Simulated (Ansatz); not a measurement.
# CH$_{3}$OSi (charge −1): what the fields show

Input file:

```
crystal:
  periodic: [false, false, false]
  atoms:
    - {symbol: C, position_ang: [-0.935272, 0.473529, 0.362996]}
    - {symbol: O, position_ang: [-1.363373, 1.102994, -2.391470]}
    - {symbol: Si, position_ang: [-2.189013, 1.107352, -1.031909]}
    - {symbol: H, position_ang: [-1.382219, 0.430386, 1.372829]}
    - {symbol: H, position_ang: [-0.053286, 1.140080, 0.394520]}
    - {symbol: H, position_ang: [-0.568557, -0.535025, 0.095433]}
basis:
  gaussian:
    orbitals: def2-TZVPD
total_charge: -1
hamiltonian:
  xc: pbe0
output: {forces: true, orbitals: {seedname: orbitals}}
```

Launched as:

```sh
ansatz run input.yaml --threads 1 --pin off --max-ram 2610MiB --events-out events.jsonl --progress --plain --runs-dir runs
```

Geometry: PBE0-D3(BJ)/def2-SVPD.

Level of theory: isolated molecule in a Gaussian basis; Kohn-Sham density functional theory, functional PBE0 (Ansatz 0.2.0).

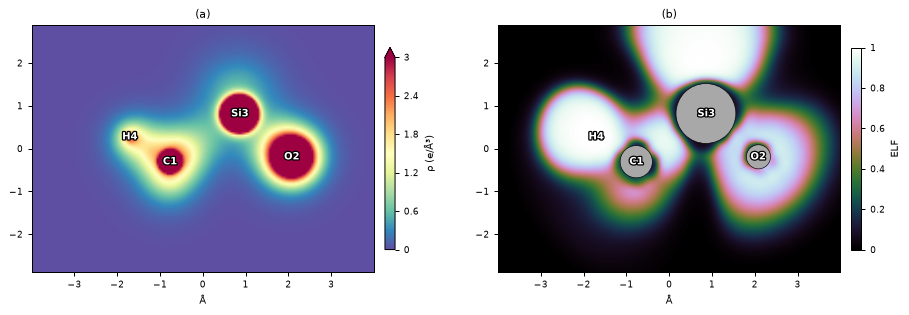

Figure 1. (a) total electron density; (b) ELF on the plane of atoms C1, Si3 and O2. Grey discs cover the atomic cores in the ELF map.

Question: Read the bonding off the picture.

Answer: The section cuts through C, O, Si and H sites. Si–O (1.59 Å): the density is about 1.3 e/Å³ at the midpoint; the ELF peaks at about 0.85 between the atoms: a polar covalent bond. C–Si (1.98 Å): ρ at the midpoint is about 0.79 e/Å³; the ELF peaks at about 0.95 between the atoms: a shared electron pair. C–H (1.11 Å): ρ is about 1.9 e/Å³ halfway; the ELF climbs to about 1 towards the hydrogen, as it does in any bond to H: a covalent bond by its length. The ELF also peaks beside O2 and Si3, away from the bonds: lone-pair regions.

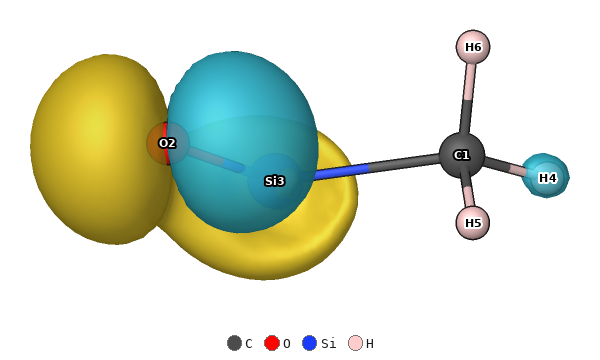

Figure 2. The HOMO−1 at ±0.15 Å⁻³ᐟ² (yellow and cyan are the two phases), seen from one side.

Question: Where does this orbital lie, and at what energy?

Answer: By Hirshfeld shares it lies mainly on O2 (about 65 %) and Si3 (about 30 %). Its energy is −2.38 eV.

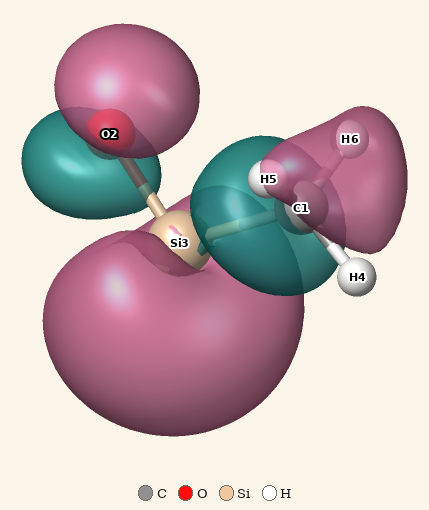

Figure 3. The HOMO at ±0.08 Å⁻³ᐟ² (teal and pink are the two phases), seen at a tilt.

Question: Describe this orbital and give its energy.

Answer: It lies mainly on Si3 (about 55 %), O2 (about 25 %) and C1 (about 15 %). Its energy is −0.10 eV.
